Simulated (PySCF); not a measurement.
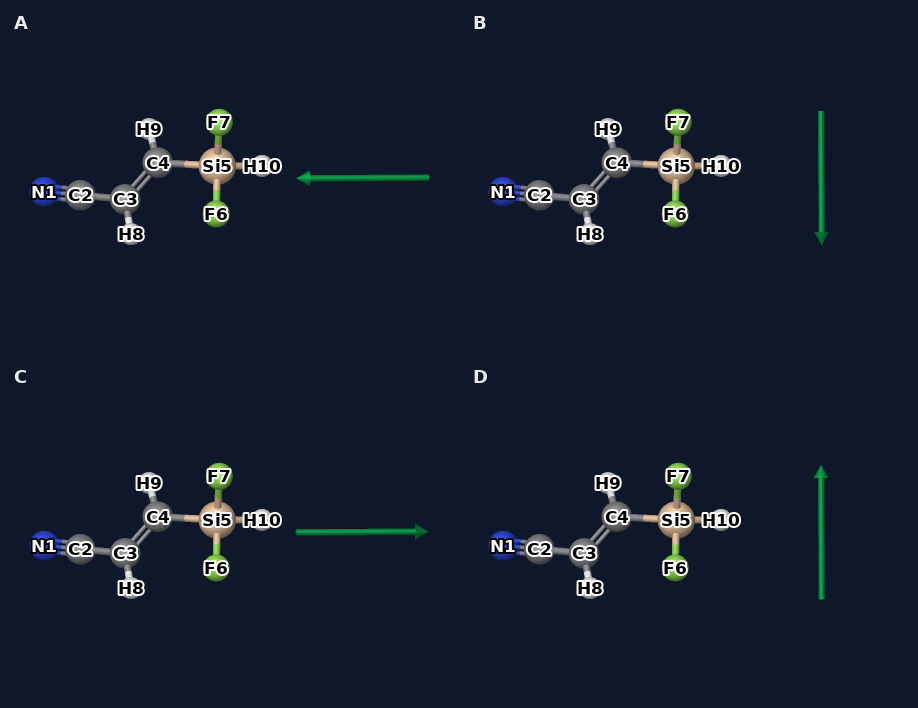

The same molecule four times, each with an arrow. The computed structure is the end point of a GFN2-xTB optimisation. No frequency run is at hand to confirm it as a minimum. Method: PBE0/pcSseg-1, gas phase (PySCF 2.14.0).

> Which arrow points along the dipole moment, from the negative to the positive end?

C. The dipole moment is 2.76 D; it points from the side of N1 to the side of H10 (the outermost atoms at the two ends).

The geometry is semi-empirical. Around Si such bond lengths and angles can be off by a tenth of an ångström or more and by several degrees, and values that hang on the shape move with them.
